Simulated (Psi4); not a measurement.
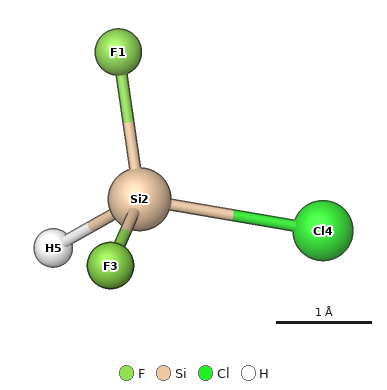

Fig. 1: The input geometry (ball-and-stick view, seen at a tilt; atoms are numbered from 1 in the order of the input). Bond lengths as drawn: Cl–Si 2.02 Å, F–Si 1.58 Å and H–Si 1.46 Å.

## Single-point calculation of SiHClF₂

The run: single-point calculation of SiHClF₂, SMILES F[SiH](F)Cl. Method and program: CCSD/6-31G, RHF (Psi4 1.11).

The geometry comes from this level: PBE0-D4/def2-TZVP.

**The program's output**
```
Psi4 1.11 release

   => Loading Basis Set <=

    Name: 6-31G
    Role: ORBITAL
    Keyword: BASIS

         ---------------------------------------------------------
                                   SCF
                              RHF Reference
                        1 Threads,   1525 MiB Core
         ---------------------------------------------------------

  ==> Geometry <==

    Molecular point group: c1
    Full point group: C1

    Geometry (in Bohr), charge = 0, multiplicity = 1:

       Center              X                  Y                   Z               Mass
    ------------   -----------------  -----------------  -----------------  -----------------
         F            0.162432150663    -1.075111223468     3.021963035324    18.998403162730
         SI           0.985407880663     0.098786636532     0.409794615324    27.976926534650
         F            0.740877310663     3.059987476532     0.634105105324    18.998403162730
         CL          -1.383174849337    -1.140495753468    -2.310088194676    34.968852682000
         H            3.609670540663    -0.586805993468    -0.142005414676     1.007825032230

  Running in c1 symmetry.

  Rotational constants: A =      0.23504  B =      0.11649  C =      0.08597 [cm^-1]
  Rotational constants: A =   7046.43206  B =   3492.25209  C =   2577.46264 [MHz]
  Nuclear repulsion =  230.926516300095159

  Charge       = 0
  Multiplicity = 1
  Electrons    = 50
  Nalpha       = 25
  Nbeta        = 25

  ==> Algorithm <==

  SCF Algorithm Type is PK.
  DIIS enabled.
  MOM disabled.
  Fractional occupation disabled.
  Guess Type is SAD.
  Energy threshold   = 1.00e-09
  Density threshold  = 1.00e-08
  Integral threshold = 1.00e-12

  ==> Primary Basis <==

  Basis Set: 6-31G
    Blend: 6-31G
    Number of shells: 26
    Number of basis functions: 46
    Number of Cartesian functions: 46
    Spherical Harmonics?: true
    Max angular momentum: 1

  ==> Integral Setup <==

  Using in-core PK algorithm.
   Calculation information:
      Number of atoms:                   5
      Number of AO shells:              26
      Number of primitives:             84
      Number of atomic orbitals:        46
      Number of basis functions:        46

      Integral cutoff                 1.00e-12
      Number of threads:                 1

  Performing in-core PK
  Using 1169642 doubles for integral storage.
  We computed 52761 shell quartets total.
  Whereas there are 61776 unique shell quartets.

  ==> DiskJK: Disk-Based J/K Matrices <==

    J tasked:                  Yes
    K tasked:                  Yes
    wK tasked:                  No
    Memory [MiB]:             1144
    Schwarz Cutoff:          1E-12

  Minimum eigenvalue in the overlap matrix is 2.5098629440E-02.
  Reciprocal condition number of the overlap matrix is 6.9665849634E-03.
    Using symmetric orthogonalization.

  ==> Pre-Iterations <==

  SCF Guess: Superposition of Atomic Densities via on-the-fly atomic UHF (no occupation information).

   -------------------------
    Irrep   Nso     Nmo
   -------------------------
     A         46      46
   -------------------------
    Total      46      46
   -------------------------

  ==> Iterations <==

                        Total Energy        Delta E     RMS |[F,P]|

   @RHF iter SAD:  -947.34607172876918   -9.47346e+02   0.00000e+00
   @RHF iter   1:  -947.79350320648973   -4.47431e-01   8.84555e-03 ADIIS/DIIS
   @RHF iter   2:  -947.85031624076896   -5.68130e-02   5.39163e-03 ADIIS/DIIS
   @RHF iter   3:  -947.86885603256678   -1.85398e-02   4.94099e-04 ADIIS/DIIS
   @RHF iter   4:  -947.86924775294153   -3.91720e-04   1.29382e-04 ADIIS/DIIS
   @RHF iter   5:  -947.86927900311025   -3.12502e-05   3.22820e-05 DIIS
   @RHF iter   6:  -947.86928155112321   -2.54801e-06   7.72678e-06 DIIS
   @RHF iter   7:  -947.86928172360626   -1.72483e-07   9.76597e-07 DIIS
   @RHF iter   8:  -947.86928172640091   -2.79465e-09   1.87685e-07 DIIS
   @RHF iter   9:  -947.86928172650551   -1.04592e-10   2.98267e-08 DIIS
   @RHF iter  10:  -947.86928172650892   -3.41061e-12   4.89422e-09 DIIS
  Energy and wave function converged.

  ==> Post-Iterations <==

    Orbital Energies [Eh]
    ---------------------

    Doubly Occupied:

       1A   -104.849016     2A    -68.979232     3A    -26.330994
       4A    -26.330982     5A    -10.595040     6A     -8.063410
       7A     -8.058928     8A     -8.058885     9A     -6.337584
      10A     -4.443847    11A     -4.443755    12A     -4.441441
      13A     -1.657485    14A     -1.633620    15A     -1.161865
      16A     -0.830475    17A     -0.739942    18A     -0.736600
      19A     -0.726292    20A     -0.690935    21A     -0.673646
      22A     -0.627991    23A     -0.552021    24A     -0.513698
      25A     -0.505521

    Virtual:

      26A      0.139525    27A      0.146324    28A      0.162868
      29A      0.246166    30A      0.255636    31A      0.326502
      32A      0.447691    33A      0.452284    34A      0.605428
      35A      0.646298    36A      0.657271    37A      0.805411
      38A      1.152840    39A      1.458050    40A      1.481120
      41A      1.559858    42A      1.650343    43A      1.679580
      44A      1.682387    45A      1.937697    46A      2.234693

    Final Occupation by Irrep:
              A
    DOCC [    25 ]
    NA   [    25 ]
    NB   [    25 ]

  @RHF Final Energy:  -947.86928172650892

   => Energetics <=

    Nuclear Repulsion Energy =            230.9265163000951588
    One-Electron Energy =               -1773.6251872515786090
    Two-Electron Energy =                 594.8293892249746477
    Total Energy =                       -947.8692817265089161

Computation Completed

Properties will be evaluated at   0.000000,   0.000000,   0.000000 [a0]

Properties computed using the SCF density matrix

 Multipole Moments:

 ------------------------------------------------------------------------------------
     Multipole            Electronic (a.u.)      Nuclear  (a.u.)        Total (a.u.)
 ------------------------------------------------------------------------------------

 L = 1.  Multiply by 2.5417464519 to convert [e a0] to [Debye]
 Dipole X            :         -1.1564380            2.0211936            0.8647556
 Dipole Y            :          0.4526016           -0.7283346           -0.2757330
 Dipole Z            :          0.5038569           -0.7717668           -0.2679099
 Magnitude           :                                                    0.9463650

 ------------------------------------------------------------------------------------

	total time  =          1 seconds =       0.02 minutes
 MINTS: Wrapper to libmints.

   Calculation information:
      Number of threads:                 1
      Number of atoms:                   5
      Number of AO shells:              26
      Number of SO shells:              26
      Number of primitives:             84
      Number of atomic orbitals:        46
      Number of basis functions:        46

      Number of irreps:                  1
      Integral cutoff                 1.00e-12
      Number of functions per irrep: [  46 ]

 OEINTS: Overlap, kinetic, potential, dipole, and quadrupole integrals
         stored in file 35.

      Computing two-electron integrals...done
      Computed 506883 non-zero two-electron integrals.
        Stored in file 33.

	Wfn Parameters:
	--------------------
	Wavefunction         = CCSD
	Number of irreps     = 1
	Number of MOs        = 46
	Number of active MOs = 34
	AO-Basis             = NONE
	Semicanonical        = false
	Reference            = RHF
	Print Level          = 1

	IRREP	# MOs	# FZDC	# DOCC	# SOCC	# VIRT	# FZVR
	-----	-----	------	------	------	------	------
	 A	   46	    12	    13	    0	    21	    0
	Transforming integrals...
	IWL integrals will be deleted.
	(OO|OO)...
	Presorting SO-basis two-electron integrals.
	Sorting File: SO Ints (nn|nn) nbuckets = 1
	Constructing frozen core operators
	Starting first half-transformation.
	Sorting half-transformed integrals.
	First half integral transformation complete.
	Starting second half-transformation.
	Two-electron integral transformation complete.
	(OO|OV)...
	Starting second half-transformation.
	Two-electron integral transformation complete.
	(OO|VV)...
	Starting second half-transformation.
	Two-electron integral transformation complete.
	(OV|OO)...
	Starting first half-transformation.
	Sorting half-transformed integrals.
	First half integral transformation complete.
	Starting second half-transformation.
	Two-electron integral transformation complete.
	(OV|OV)...
	Starting second half-transformation.
	Two-electron integral transformation complete.
	(OV|VV)...
	Starting second half-transformation.
	Two-electron integral transformation complete.
	(VV|OO)...
	Starting first half-transformation.
	Sorting half-transformed integrals.
	First half integral transformation complete.
	Starting second half-transformation.
	Two-electron integral transformation complete.
	(VV|OV)...
	Starting second half-transformation.
	Two-electron integral transformation complete.
	(VV|VV)...
	Starting second half-transformation.
	Two-electron integral transformation complete.
	Frozen core energy     =  -1052.06100217996095

	Size of irrep 0 of <ab|cd> integrals:      0.194 (MW) /      1.556 (MB)
	Total:                                     0.194 (MW) /      1.556 (MB)

	Size of irrep 0 of <ia|bc> integrals:      0.120 (MW) /      0.963 (MB)
	Total:                                     0.120 (MW) /      0.963 (MB)

	Size of irrep 0 of tijab amplitudes:       0.075 (MW) /      0.596 (MB)
	Total:                                     0.075 (MW) /      0.596 (MB)

	Nuclear Rep. energy          =    230.92651630009516
	SCF energy                   =   -947.86928172650892
	One-electron energy          =   -231.36941416541106
	Two-electron energy          =    104.63461831877066
	Reference energy             =   -947.86928172650619

	total time  =          0 seconds =       0.00 minutes
            **************************
            *                        *
            *        CCENERGY        *
            *                        *
            **************************

    Nuclear Rep. energy (wfn)     =  230.926516300095159
    SCF energy          (wfn)     = -947.869281726508916
    Reference energy    (file100) = -947.869281726506188

    Input parameters:
    -----------------
    Wave function   =     CCSD
    Reference wfn   =     RHF
    Brueckner       =     No
    Memory (Mbytes) =     1600.0
    Maxiter         =     50
    R_Convergence   =     1.0e-07
    E_Convergence   =     1.0e-09
    Restart         =     Yes
    DIIS            =     Yes
    AO Basis        =     NONE
    ABCD            =     NEW
    Cache Level     =     2
    Cache Type      =     LOW
    Print Level     =     1
    Num. of threads =     1
    # Amps to Print =     10
    Print MP2 Amps? =     No
    Analyze T2 Amps =     No
    Print Pair Ener =     No
    Local CC        =     No
    SCS-MP2         =     False
    SCSN-MP2        =     False
    SCS-CCSD        =     False

MP2 correlation energy -0.3358335208645638
                Solving CC Amplitude Equations
                ------------------------------
  Iter             Energy              RMS        T1Diag      D1Diag    New D1Diag    D2Diag
  ----     ---------------------    ---------   ----------  ----------  ----------   --------
     0        -0.335833520864564    0.000e+00    0.000000    0.000000    0.000000    0.108306
     1        -0.332347082910181    6.427e-02    0.009946    0.027831    0.027831    0.113957
     2        -0.342005512503727    2.097e-02    0.009776    0.026465    0.026465    0.121432
     3        -0.344569675554426    8.831e-03    0.011277    0.031302    0.031302    0.125014
     4        -0.344588886865747    1.503e-03    0.011474    0.031931    0.031931    0.125323
     5        -0.344586986398032    5.549e-04    0.011537    0.032229    0.032229    0.125347
     6        -0.344588062342196    1.518e-04    0.011557    0.032308    0.032308    0.125335
     7        -0.344585045166851    4.391e-05    0.011560    0.032322    0.032322    0.125326
     8        -0.344584300611686    1.035e-05    0.011561    0.032324    0.032324    0.125325
     9        -0.344584551249218    3.026e-06    0.011561    0.032324    0.032324    0.125325
    10        -0.344584492989902    9.445e-07    0.011561    0.032324    0.032324    0.125325
    11        -0.344584502329293    2.822e-07    0.011561    0.032324    0.032324    0.125325
    12        -0.344584497257522    8.137e-08    0.011561    0.032324    0.032324    0.125325
    13        -0.344584498811341    2.859e-08    0.011561    0.032324    0.032324    0.125325
    14        -0.344584498639118    8.780e-09    0.011561    0.032324    0.032324    0.125325
    15        -0.344584498787461    2.602e-09    0.011561    0.032324    0.032324    0.125325

    Iterations converged.

    Largest TIA Amplitudes:
              6   0        -0.0251765572
              8   1        -0.0199853732
              4   3        -0.0174793769
             11   1         0.0144495402
              5   1         0.0135133716
              6   2         0.0127160308
              5   6         0.0114697303
              4   4         0.0111661103
              3   7         0.0109160565
              4   2         0.0096002398

    Largest TIjAb Amplitudes:
     11  11   9   9        -0.0344435839
     12  12  10  10        -0.0292739685
     10  10   0   0        -0.0244070455
      7   7  13  13        -0.0227569242
     11  12   9  10        -0.0220121161
     12  11  10   9        -0.0220121161
      8   8  14  14        -0.0206589739
     10  10   5   5        -0.0197841969
      3   3   7   7        -0.0184352891
     10  10   8   8        -0.0184114133

    SCF energy       (wfn)                    = -947.869281726508916
    Reference energy (file100)                = -947.869281726506188

    Opposite-spin MP2 correlation energy      =   -0.247983232902682
    Same-spin MP2 correlation energy          =   -0.087850287961882
    Singles MP2 correlation energy            =   -0.000000000000000
    MP2 correlation energy                    =   -0.335833520864564
      * MP2 total energy                      = -948.205115247370713

    Opposite-spin CCSD correlation energy     =   -0.270703352990765
    Same-spin CCSD correlation energy         =   -0.073881145796696
    Singles CCSD correlation energy           =    0.000000000000000
    CCSD correlation energy                   =   -0.344584498787461
      * CCSD total energy                     = -948.213866225293600

    Psi4 run time: 0:00:02.45
```

**File result.json**
```
{
 "driver": "energy",
 "model": {
  "method": "ccsd",
  "basis": "6-31G"
 },
 "success": true,
 "return_result": -948.2138662252936,
 "properties": {
  "calcinfo_nbasis": 46,
  "calcinfo_nmo": 46,
  "calcinfo_nalpha": 25,
  "calcinfo_nbeta": 25,
  "calcinfo_natom": 5,
  "nuclear_repulsion_energy": 230.92651630009516,
  "return_energy": -948.2138662252936,
  "scf_one_electron_energy": -1773.6251872515786,
  "scf_two_electron_energy": 594.8293892249746,
  "scf_dipole_moment": [0.8647555889695913, -0.27573299774148363, -0.26790992051801943],
  "scf_total_energy": -947.8692817265089,
  "scf_iterations": 10,
  "mp2_same_spin_correlation_energy": -0.08785028796188157,
  "mp2_opposite_spin_correlation_energy": -0.24798323290268218,
  "mp2_singles_energy": -2.5025321620533704e-27,
  "mp2_doubles_energy": -0.33583352086456375,
  "mp2_correlation_energy": -0.33583352086456375,
  "mp2_total_energy": -948.2051152473707,
  "ccsd_same_spin_correlation_energy": -0.07388114579669575,
  "ccsd_opposite_spin_correlation_energy": -0.27070335299076476,
  "ccsd_singles_energy": 0.0,
  "ccsd_doubles_energy": -0.3445844987874605,
  "ccsd_correlation_energy": -0.34458449878746067,
  "ccsd_total_energy": -948.2138662252936,
  "ccsd_iterations": 15
 }
}
```

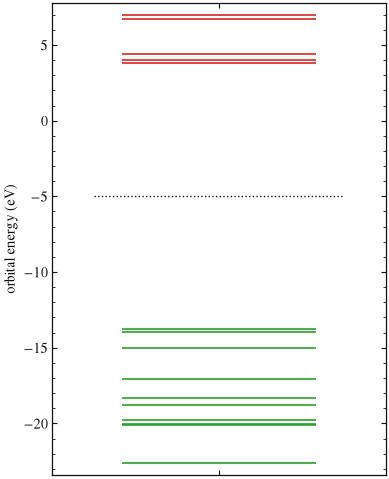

Fig. 2: Orbital energies near the frontier (SCF reference); the dotted line parts filled from empty levels, and levels within 0.02 eV of each other stand side by side. Highest filled −13.76 eV, lowest empty 3.80 eV, 17.56 eV apart.

The run was set up as follows.

**Input (clf2hsi.json)**
```
{
  "schema_name": "qcschema_input",
  "schema_version": 1,
  "molecule": {
    "schema_name": "qcschema_molecule",
    "schema_version": 2,
    "symbols": ["F", "Si", "F", "Cl", "H"],
    "geometry": [-0.64175099, -1.17427581, 2.68360007, 0.18122474, -0.00037795, 0.07143165, -0.06330583, 2.96082289, 0.29574214, -2.18735799, -1.23966034, -2.64845116, 2.8054874, -0.68597058, -0.48036838],
    "molecular_charge": 0,
    "molecular_multiplicity": 1,
    "fix_symmetry": "c1"
  },
  "driver": "energy",
  "model": {
    "method": "ccsd",
    "basis": "6-31G"
  },
  "keywords": {
    "puream": true,
    "e_convergence": 1e-09,
    "d_convergence": 1e-08,
    "scf_type": "pk",
    "num_frozen_docc": 12
  }
}
```

Launch command:
```bash
psi4 --qcschema clf2hsi.json -n 1 --memory 1600MB
```

**Summary**

```json
{"quantity": "outcome", "value": "converged"}
{"quantity": "total energy", "value": "−948.213866 hartree"}
{"quantity": "SCF energy", "value": "−947.869282 hartree"}
{"quantity": "MP2 energy", "value": "−948.205115 hartree"}
{"quantity": "CCSD energy", "value": "−948.213866 hartree"}
{"quantity": "correlation energy", "value": "−0.344584 hartree"}
{"quantity": "basis functions", "value": "46"}
{"quantity": "T1 diagnostic", "value": "0.012"}
{"quantity": "HOMO of the SCF reference", "value": "−13.76 eV"}
{"quantity": "LUMO of the SCF reference", "value": "3.80 eV"}
{"quantity": "hardware", "value": "1 thread of Intel Xeon (Granite Rapids), 64 GiB of memory available, shared host"}
{"quantity": "wall time", "value": "3.3 s"}
{"quantity": "peak memory", "value": "0.2 GiB"}
```
